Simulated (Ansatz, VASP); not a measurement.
## Cross-check of GaN between VASP and Ansatz

Aim: how closely do two programs agree when they are given the same cell, functional and k mesh?

Calculated with Ansatz 0.2.0; plane waves, with VASP 6.6.1 beside it; band structure at PBE and single point at PBE.

**1. The structure**

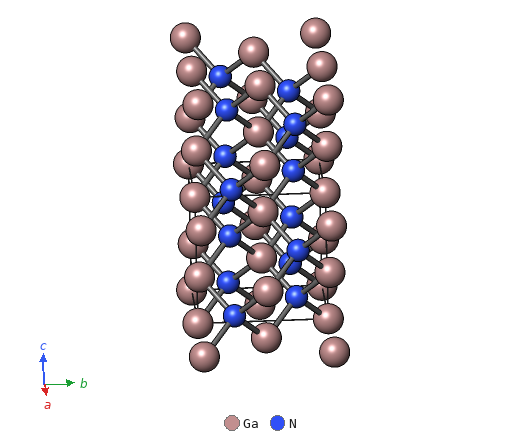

The starting structure, seen slightly off an axis (gallium pink, nitrogen blue). 2×1×2 cells are drawn. This picture shows the conventional cell, with its axes. Bonds to atoms that aren't drawn are left out. Some periodic images of atoms are drawn too.

**2. Ansatz: band structure, PBE**

Ansatz runs on its default PAW (the set named soft_2) files.

The same path points are solved in both programs, so levels can be compared one by one.

input.yaml reads:

```yaml
crystal:
  lattice:
    - [0.0, 2.2535006075, 2.2535006075]
    - [2.2535006075, 0.0, 2.2535006075]
    - [2.2535006075, 2.2535006075, 0.0]
  atoms:
    - { symbol: Ga, position: [0.0, 0.0, 0.0] }
    - { symbol: "N", position: [0.25, 0.25, 0.25] }
hamiltonian:
  xc: pbe
  pseudopotentials: { kind: paw }
kpoints:
  mp_grid: { grid: [6, 6, 6] }
  band_path:
    path:
      - [0.0, 0.0, 0.0]
      - [0.18182, 0.0, 0.18182]
      - [0.36364, 0.0, 0.36364]
      - [0.5, 0.0, 0.5]
      - [0.5, 0.09091, 0.59091]
      - [0.5, 0.18182, 0.68182]
      - [0.5, 0.25, 0.75]
      - [0.45455, 0.29545, 0.75]
      - [0.40909, 0.34091, 0.75]
      - [0.375, 0.375, 0.75]
      - [0.20455, 0.20455, 0.40909]
      - [0.06818, 0.06818, 0.13636]
      - [0.04545, 0.04545, 0.04545]
      - [0.22727, 0.22727, 0.22727]
      - [0.40909, 0.40909, 0.40909]
      - [0.51136, 0.47727, 0.51136]
      - [0.55682, 0.38636, 0.55682]
      - [0.60227, 0.29545, 0.60227]
      - [0.61364, 0.25, 0.63636]
      - [0.56818, 0.25, 0.68182]
      - [0.51136, 0.25, 0.73864]
      - [0.5, 0.29545, 0.70455]
      - [0.5, 0.38636, 0.61364]
      - [0.5, 0.47727, 0.52273]
      - [0.47727, 0.47727, 0.54545]
      - [0.43182, 0.43182, 0.63636]
      - [0.38636, 0.38636, 0.72727]
      - [0.60227, 0.20455, 0.60227]
      - [0.55682, 0.11364, 0.55682]
      - [0.5, 0.0, 0.5]
    npoints: 1
scf:
  occupations: { method: gaussian, width: 0.01 }
  n_extra_bands: 7
output:
  forces: true
  stress: true
  eigenvalues: true
```

Launch:

```sh
> ansatz run input.yaml --threads 2 --pin off --max-ram 4608MiB --backend cpu --events-out ev --progress --plain --runs-dir out
```

Numbers of over 12 decimals in the logs are rounded to 6 here.

Output:

```text
scf.n_extra_bands = 7 over 9 filled bands (N_el = 18.0): the run solves 16 bands
Engine: ansatz 0.2.0, aarch64-unknown-linux-gnu
Pseudopotentials: kind: paw
Pseudopotential: Ga, paw, valence charge 13, recommended cutoff 420 eV (normal), Ga.paw.azcp
Pseudopotential: N, paw, valence charge 5, recommended cutoff 420 eV (normal), N.paw.azcp
Functional definition: PBE
  parameter kappa = 0.804
  parameter beta = 0.066725
  exchange = pbe_x(kappa = kappa, mu = beta*pi^2/3)
  correlation = pbe_c(beta = beta)
Crystal: 2 atoms, lattice volume = 22.888 Å³
Basis set: ecut = 420 eV, 459 PW (Γ), exchange–correlation on 48×48×48 points (8 copies of the dense FFT grid, shifted against one another)
Bands: 16, of which v1, the nominal top of the filled ones, is band 9 counted from 1 (8 counted from 0)
Symmetry: 24 space group operations
Space group: F-43m (ITA 216), of the structure as read, at distance tolerance 2.8e-5 Å
k-points: 16 of 216 (time reversal used)
Non-local potential: Ga, projectors of the file, l = 0: 2, l = 1: 2, l = 2: 3, l = 3: 1
Non-local potential: N, projectors of the file, l = 0: 2, l = 1: 2, l = 2: 1
PAW form: soft (Blöchl's): semilocal exchange-correlation on the pseudo side does not see the compensation charge
PAW one-centre angular grid: Ga, 590 points (default); XC on 64 Gauss nodes
PAW one-centre angular grid: N, 110 points (default); XC on 64 Gauss nodes
Initial density: superposition of atomic densities (neutral atoms: chi_scale 0, normalization atom), corrected by the library's trained network
Initial wavefunctions: pseudopotential atomic-orbital guess
Functional: x = pbe(κ = 0.804, μ = 0.219515), c = pbe(β = 0.066725)
SCF iter   1: F=—  HF=-4167.893318 eV  |F-HF|=—  |Δ(HF+E_count)|=         —  Δρ=6.41e-4  dr2=3.01e-5  ethr=1.77e-3  ⟨swp⟩=4.9  Hψ=1297  notcnv=0
preconditioner: auto → none  [insulator: Δε(μ)=1.714 eV  Ē_g=22.890 eV  σ=0.010 eV  W_gap=1.00  n_scr=8 (ndim 8)  ℏωp=32.9 eV  f_vac=0.001  D(μ)=0.00/eV (n_scr^D=0)  ε∞_Penn≈3.1]
SCF iter   2: F=—  HF=-4167.893560 eV  |F-HF|=—  |Δ(HF+E_count)|=   2.42e-4  Δρ=3.23e-4  dr2=6.91e-6  ethr=1.67e-7  ⟨swp⟩=2.8  Hψ=613  notcnv=0  defer=36
SCF iter   3: F=—  HF=-4167.893603 eV  |F-HF|=—  |Δ(HF+E_count)|=   4.28e-5  Δρ=1.34e-4  dr2=1.26e-6  ethr=3.84e-8  ⟨swp⟩=2.0  Hψ=358  notcnv=0  defer=36
SCF iter   4: F=—  HF=-4167.893612 eV  |F-HF|=—  |Δ(HF+E_count)|=   8.73e-6  Δρ=2.30e-5  dr2=1.10e-7  ethr=6.99e-9  ⟨swp⟩=2.0  Hψ=362  notcnv=0  defer=36
iter 5 did not close the SCF: its close was put off for the readings that it lacked (scf_convergence_deferred on its scf_iter line)
SCF iter   5: F=-4167.893612 eV  HF=-4167.893612 eV  |F-HF|=6.98e-10  |Δ(HF+E_count)|=   8.32e-8  Δρ=9.52e-6  dr2=7.49e-9  ethr=6.13e-10  ⟨swp⟩=2.0  Hψ=362  notcnv=0  defer=36
SCF iter   6: F=-4167.893612 eV  HF=-4167.893612 eV  |F-HF|=6.28e-11  |Δ(HF+E_count)|=   1.01e-9  Δρ=9.70e-7  dr2=8.30e-11  ethr=4.16e-11  ⟨swp⟩=4.6  Hψ=1028  notcnv=0
SCF 1 converged in 6 iterations: F = -4167.893612 eV  dr2 = 8.30e-11
  greatest PAW one-centre occupation: 0.995 electrons in one spin orbital (limit 2), on the Ga atom at site 0 (counted from 0), in its partial waves of l = 2
NSCF: frozen V_eff on 30 k-points
SCF converged after 6 iterations
Free energy (F): -4167.893612 eV
Harris-Foulkes:  -4167.893612 eV  (|F-HF|=6.28e-11)
Internal energy: -4167.893612 eV  (E = F + TS)
E sigma→0 (E₀):  -4167.893612 eV
Fermi energy:    10.512304 eV
--- Per-component energies (eV) ---
  E_band       = -5.612790
  E_kinetic    = 247.156252
  E_local      = -1949.991925  (includes V_loc(G=0)·N_el)
  E_nonlocal   = 474.313310
  E_hartree    = 897.152500
  E_xc         = -128.812892
  E_vxc        = -134.155487  (∫ρ·V_xc dr)
  E_paw        = -2120.276042  (= ΣΔE_a)
  E_vpaw       = -437.239763  (= ΣTr[D̂ρ^β])
  E_aug_tail   = 0.000139  (compensation charges beyond the density's cutoff)
  E_ewald      = -1587.434954
  E_smearing   = -0.000000  (= −TS)
  E_closure    = -0.000000  (closes the sum)
  Σ components = -4167.893612   (vs F -4167.893612, Δ=0.00e0)
--- Forces (eV/Å), atoms counted from 1 ---
  atom   1  Ga     0.00000000    -0.00000000     0.00000000
  atom   2  N     -0.00000000     0.00000000     0.00000000
  max |Σ_I F_I| component: 7.40e-17 eV/Å
--- Stress (GPa, compression-positive) ---
        4.986825      -0.000000      -0.000000
        0.000000       4.986825       0.000000
       -0.000000       0.000000       4.986825
  P = ⅓ Tr σ = 4.9868 GPa (49.868 kbar)
--- Band table (eV; the first three rows and the last of 16) ---
  k-point 0: bands = [... 5 lower, -3.5204, 9.6548, 9.6548, 9.6548, 11.3697, 19.9619, 19.9619, 19.9619, ... 3 higher]
  k-point 1: bands = [... 5 lower, -3.5218, 7.3698, 9.3839, 9.3839, 12.9815, 18.9169, 20.3164, 20.3164, ... 3 higher]
  k-point 2: bands = [... 5 lower, -3.0358, 4.2958, 8.9033, 8.9033, 14.1149, 18.2920, 20.2850, 20.2850, ... 3 higher]
  k-point 15: bands = [... 5 lower, -1.6127, 3.8235, 6.2244, 6.2263, 14.9505, 17.5611, 20.9577, 21.0055, ... 3 higher]
```

Wall time 1.5 s (2 threads of Arm Neoverse N1, shared host); peak memory 0.25 GiB; 2.5 s of CPU time.

Reading the cycles: dr2 is the Hartree energy of the density residual (eV), the measure of convergence; HF is the Harris–Foulkes estimate of the energy, which meets the free energy F at convergence.

**3. VASP: band structure, PBE**

The same cell, functional, mesh and smearing now go to VASP, with its own data sets and cutoff.

Lines of VASP's logs that name or quote its potential files are left out, and so is its time.

INCAR reads:

```
SYSTEM = GaN
PREC = Accurate
ENCUT = 450
EDIFF = 1E-08
NELM = 100
ISMEAR = 0
SIGMA = 0.01
LREAL = .FALSE.
ALGO = Normal
GGA = PE
NBANDS = 15
LORBIT = 11
LWAVE = .TRUE.
LCHARG = .FALSE.
KPAR = 8
```

POSCAR reads:

```
GaN
1.0
    0.0000000000      2.2535006075      2.2535006075
    2.2535006075      0.0000000000      2.2535006075
    2.2535006075      2.2535006075      0.0000000000
Ga N
1 1
Direct
    0.0000000000      0.0000000000      0.0000000000
    0.2500000000      0.2500000000      0.2500000000
```

KPOINTS reads:

```
Automatic mesh
0
Gamma
6 6 6
0 0 0
```

KPOINTS_OPT reads:

```
Line mode
12
Line-mode
Reciprocal
  0.00000000   0.00000000   0.00000000 GAMMA
  0.50000000   0.00000000   0.50000000 X

  0.50000000   0.00000000   0.50000000 X
  0.50000000   0.25000000   0.75000000 W

  0.50000000   0.25000000   0.75000000 W
  0.37500000   0.37500000   0.75000000 K

  0.37500000   0.37500000   0.75000000 K
  0.00000000   0.00000000   0.00000000 GAMMA

  0.00000000   0.00000000   0.00000000 GAMMA
  0.50000000   0.50000000   0.50000000 L

  0.50000000   0.50000000   0.50000000 L
  0.62500000   0.25000000   0.62500000 U

  0.62500000   0.25000000   0.62500000 U
  0.50000000   0.25000000   0.75000000 W

  0.50000000   0.25000000   0.75000000 W
  0.50000000   0.50000000   0.50000000 L

  0.50000000   0.50000000   0.50000000 L
  0.37500000   0.37500000   0.75000000 K

  0.62500000   0.25000000   0.62500000 U
  0.50000000   0.00000000   0.50000000 X
```

Potentials, in the order of the species: Ga_d_GW and N_GW (PBE family, release 64).

Launch:

```sh
> mpirun -np 8 vasp_std
```

Output:

```text
[banner, memory and clock lines left out]
running    8 mpi-ranks, on    1 nodes
 distrk:  each k-point on    1 cores,    8 groups
 distr:  one band on    1 cores,    1 groups

 POSCAR found type information on POSCAR GaN
 POSCAR found :  2 types and       2 ions
|                                                                             |
|           W    W    AA    RRRRR   N    N  II  N    N   GGGG   !!!           |
|           W    W   A  A   R    R  NN   N  II  NN   N  G    G  !!!           |
|           W    W  A    A  R    R  N N  N  II  N N  N  G       !!!           |
|           W WW W  AAAAAA  RRRRR   N  N N  II  N  N N  G  GGG   !            |
|           WW  WW  A    A  R   R   N   NN  II  N   NN  G    G                |
|           W    W  A    A  R    R  N    N  II  N    N   GGGG   !!!           |
|                                                                             |
|     For optimal performance we recommend to set                             |
|       NCORE = 2 up to number-of-cores-per-socket                            |
|     NCORE specifies how many cores store one orbital (NPAR=cpu/NCORE).      |
|     This setting can greatly improve the performance of VASP for DFT.       |
|     The default, NCORE=1 might be grossly inefficient on modern             |
|     multi-core architectures or massively parallel machines. Do your        |
|     Unfortunately you need to use the default for GW and RPA                |
|     calculations (for HF NCORE is supported but not extensively tested      |
|     yet).                                                                   |
|                                                                             |

 LDA part: xc-table for (Slater+PW92), standard interpolation
 POSCAR, INCAR and KPOINTS ok, starting setup
 FFT: planning ... GRIDC
 FFT: planning ... GRID_SOFT
 FFT: planning ... GRID
 WAVECAR not read
 entering main loop
       N       E                     dE             d eps       ncg     rms          rms(c)
DAV:   1     0.129130192007E+03    0.12913E+03   -0.10487E+04   512   0.172E+03
DAV:   2    -0.539176616831E+01   -0.13452E+03   -0.12777E+03   550   0.379E+02
DAV:   3    -0.139605240025E+02   -0.85688E+01   -0.85308E+01   571   0.108E+02
DAV:   4    -0.141272555727E+02   -0.16673E+00   -0.16671E+00   614   0.167E+01
DAV:   5    -0.141318769756E+02   -0.46214E-02   -0.46214E-02   586   0.274E+00    0.111E+01
DAV:   6    -0.121335985117E+02    0.19983E+01   -0.53674E+00   734   0.485E+01    0.518E+00
DAV:   7    -0.121312578925E+02    0.23406E-02   -0.28657E-01   613   0.904E+00    0.321E+00
DAV:   8    -0.121266622238E+02    0.45957E-02   -0.50277E-02   522   0.350E+00    0.381E-01
DAV:   9    -0.121250141718E+02    0.16481E-02   -0.64312E-03   776   0.226E+00    0.725E-02
DAV:  10    -0.121252510953E+02   -0.23692E-03   -0.70942E-04   559   0.527E-01    0.236E-02
DAV:  11    -0.121252359863E+02    0.15109E-04   -0.73292E-05   791   0.210E-01    0.728E-03
DAV:  12    -0.121252375988E+02   -0.16125E-05   -0.77406E-06   529   0.342E-02    0.308E-03
DAV:  13    -0.121252374437E+02    0.15505E-06   -0.56197E-07   719   0.103E-02    0.367E-04
DAV:  14    -0.121252374482E+02   -0.44211E-08   -0.20364E-08   506   0.219E-03
   1 F= -.12125237E+02 E0= -.12125237E+02  d E =-.790206E-14
 Start KPOINTS_OPT (optional k-point list driver)
k-point batch [1-16\120]
       N       E                     dE             ncg
DAV:   1     0.887072708991E+03   -0.66224E+04      528
DAV:   2    -0.121206415121E+04   -0.20991E+04      557
DAV:   3    -0.135117612377E+04   -0.13911E+03      606
DAV:   4    -0.135377131689E+04   -0.25952E+01      634
DAV:   5    -0.135384679999E+04   -0.75483E-01      629
DAV:   6    -0.135385056453E+04   -0.37645E-02      699
DAV:   7    -0.135385066218E+04   -0.97650E-04      689
DAV:   8    -0.135385066616E+04   -0.39816E-05      675
DAV:   9    -0.135385066632E+04   -0.15525E-06      531
DAV:  10    -0.135385066632E+04   -0.22733E-08      506
[...]
k-point batch [113-120\120]
       N       E                     dE             ncg
DAV:   1     0.609231824629E+04   -0.57481E+04      280
DAV:   2     0.519981891683E+04   -0.89250E+03      317
DAV:   3     0.515325395519E+04   -0.46565E+02      282
DAV:   4     0.515239534268E+04   -0.85861E+00      324
DAV:   5     0.515236579885E+04   -0.29544E-01      298
DAV:   6     0.515236440733E+04   -0.13915E-02      356
DAV:   7     0.515236436865E+04   -0.38681E-04      320
DAV:   8     0.515236436764E+04   -0.10147E-05      362
DAV:   9     0.515236436756E+04   -0.71698E-07      255
DAV:  10     0.515236436756E+04   -0.12978E-08      260
 writing wavefunctions
```

Parts of OUTCAR (step 3):

```text
ion  position               nearest neighbor table
   1  0.000  0.000  0.000-   2 1.95   2 1.95   2 1.95   2 1.95
   2  0.250  0.250  0.250-   1 1.95   1 1.95   1 1.95   1 1.95

  LATTYP: Found a face centered cubic cell.
 ALAT       =     4.5070012150

 Subroutine GETGRP returns: Found 24 space group operations
 (whereof 24 operations were pure point group operations)

The static configuration has the point symmetry T_d .

 Found     16 irreducible k-points:

   k-points           NKPTS =     16   k-points in BZ     NKDIM =     16   number of bands    NBANDS=     15

   dimension x,y,z NGX =    24 NGY =   24 NGZ =   24
   dimension x,y,z NGXF=    48 NGYF=   48 NGZF=   48

   ENCUT  =  450.0 eV  33.07 Ry    5.75 a.u.   5.51  5.51  5.51*2*pi/ulx,y,z

   NELECT =      18.0000    total number of electrons

 k-points in reciprocal lattice and weights: Automatic mesh
   0.00000000  0.00000000  0.00000000       0.005
   0.16666667  0.00000000  0.00000000       0.037
   0.33333333  0.00000000  0.00000000       0.037
   0.50000000  0.00000000  0.00000000       0.019
   0.16666667  0.16666667  0.00000000       0.028
   0.33333333  0.16666667  0.00000000       0.111
   0.50000000  0.16666667  0.00000000       0.111
  -0.33333333  0.16666667  0.00000000       0.111
  -0.16666667  0.16666667  0.00000000       0.056
[...]
-0.33333333  0.33333333  0.16666667       0.111
  -0.33333333  0.50000000  0.16666667       0.056

 average (electrostatic) potential at core
       1 -63.7274       2 -61.4092

 E-fermi :   5.1457

 k-point     1 :       0.0000    0.0000    0.0000
  band No.  band energies     occupation
    ...
      5      -8.0769      2.00000
      6      -8.0769      2.00000
      7       5.0978      2.00000
      8       5.0978      2.00000
      9       5.0978      2.00000
     10       6.8203      0.00000
     11      15.3897      0.00000
     12      15.3897      0.00000
     13      15.3897      0.00000
     14      22.7158      0.00000
    ...

 k-point     2 :       0.1667    0.0000    0.0000
  band No.  band energies     occupation
    ...
      5      -8.0783      2.00000
      6      -8.0783      2.00000
      7       2.8138      2.00000
      8       4.8276      2.00000
      9       4.8276      2.00000
     10       8.4316      0.00000
     11      14.3525      0.00000
     12      15.7452      0.00000
     13      15.7452      0.00000
     14      21.8701      0.00000
    ...

 k-point     3 :       0.3333    0.0000    0.0000
  band No.  band energies     occupation
    ...
      5      -8.0561      2.00000
      6      -7.5924      2.00000
      7      -0.2621      2.00000
      8       4.3496      2.00000
      9       4.3496      2.00000
     10       9.5607      0.00000
     11      13.7371      0.00000
     12      15.7162      0.00000
     13      15.7162      0.00000
     14      20.7182      0.00000
    ...

  Total        0.4962137      0.4962137      0.4962137     -0.0000000     -0.0000000     -0.0000000
  in kB       34.7357180     34.7357180     34.7357180     -0.0000000     -0.0000000     -0.0000000
  external PRESSURE =      34.7357180 kB  Pullay stress =       0.0000000 kB

  energy-cutoff  :      450.00
  volume of cell :       22.89
      direct lattice vectors                 reciprocal lattice vectors
     0.000000000  2.253500607  2.253500607    -0.221877020  0.221877020  0.221877020
     2.253500607  0.000000000  2.253500607     0.221877020 -0.221877020  0.221877020
     2.253500607  2.253500607  0.000000000     0.221877020  0.221877020 -0.221877020

 POSITION                                       TOTAL-FORCE (eV/Angst)
 -----------------------------------------------------------------------------------
      0.00000      0.00000      0.00000        -0.000000     -0.000000     -0.000000
      1.12675      1.12675      1.12675         0.000000      0.000000      0.000000
 -----------------------------------------------------------------------------------
    total drift:                                0.000016      0.000016      0.000016

  FREE ENERGIE OF THE ION-ELECTRON SYSTEM (eV)
  ---------------------------------------------------
  free  energy   TOTEN  =       -12.1252374482 eV

  energy  without entropy=      -12.1252374482  energy(sigma->0) =      -12.12523745

 total charge
# of ion       s       p       d       tot
------------------------------------------
    1        0.781   0.899  10.127  11.807
    2        1.200   2.453   0.000   3.653
--------------------------------------------------
tot          1.981   3.351  10.127  15.460

[... 3 further parts left out ...]
```

The run ends at a pressure of 3.47 GPa.

**4. Differences**

Known differences besides the PAW data sets themselves: the cutoff is 420 eV in Ansatz and 450 eV in VASP; VASP leaves aspherical gradient terms in its spheres out (LASPH is not set), Ansatz keeps them. Total energies have different zeros and are not compared.

The two programs side by side:

| quantity | Ansatz | VASP | difference |
| --- | --- | --- | --- |
| gap over the path points (eV) | 1.715 | 1.722 | -0.008 |

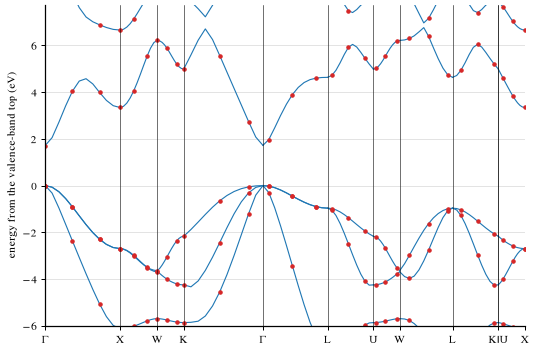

Bands from VASP (lines) and levels from Ansatz (dots). Dots without a line are higher empty bands that the VASP plot leaves out.

Levels at points of the path, from each program's valence-band top (eV; 3 filled, then empty):

| k (reciprocal lattice) | Ansatz | VASP |
| --- | --- | --- |
| 0.000 0.000 0.000 | 0.00 0.00 0.00 1.72 10.31 | 0.00 0.00 0.00 1.72 10.29 |
| 0.182 0.000 0.182 | -2.38 -0.91 -0.91 4.04 8.23 | -2.37 -0.91 -0.91 4.04 8.22 |
| 0.364 0.000 0.364 | -5.07 -2.30 -2.30 3.99 6.89 | -5.07 -2.30 -2.30 3.99 6.88 |
| 0.500 0.000 0.500 | -6.13 -2.70 -2.70 3.35 6.66 | -6.13 -2.70 -2.70 3.34 6.66 |
| 0.500 0.091 0.591 | -6.03 -3.01 -2.98 4.05 7.13 | -6.03 -3.01 -2.98 4.04 7.13 |
| 0.500 0.182 0.682 | -5.79 -3.51 -3.50 5.55 8.05 | -5.79 -3.51 -3.50 5.55 8.05 |
| 0.500 0.250 0.750 | -5.70 -3.69 -3.64 6.22 8.38 | -5.70 -3.69 -3.64 6.22 8.38 |
| 0.455 0.295 0.750 | -5.76 -4.01 -3.05 5.89 8.15 | -5.76 -4.01 -3.05 5.89 8.15 |
| 0.409 0.341 0.750 | -5.84 -4.21 -2.38 5.22 7.91 | -5.84 -4.21 -2.37 5.21 7.91 |
| 0.375 0.375 0.750 | -5.87 -4.25 -2.17 5.00 7.86 | -5.87 -4.25 -2.17 4.99 7.86 |

Among the levels compared (up to four filled and three empty ones at each point), filled levels agree within 5 meV and empty ones within 15 meV.

**5. What moves the difference**

The difference is large enough to ask for its cause, so further runs change the set-up of one program at a time, as the table lists.

| run | difference in gap over the path points (eV) |
| --- | --- |
| as above | -0.0076 |
| Ansatz's all-electron LAPW method | 0.0097 |
| Ansatz's larger PAW set (cutoff 1300 eV) | 0.0092 |
| norm-conserving potentials (cutoff 1240 eV) | 0.014 |

(Part 1 of 2 ends here.)

[Lines on the potential files, build, host, timing and source positions are cut from VASP's logs without a mark.]

[Logs are printed without paths, hosts, clocks, repeated set-up lines and the standing remarks that a program may print on its own settings, such as how far it seeks lower states.]

[Hosts, paths, dates, database ids (printed as entryN), source tags and the programs' standing remarks are cut or masked in the printed files.]
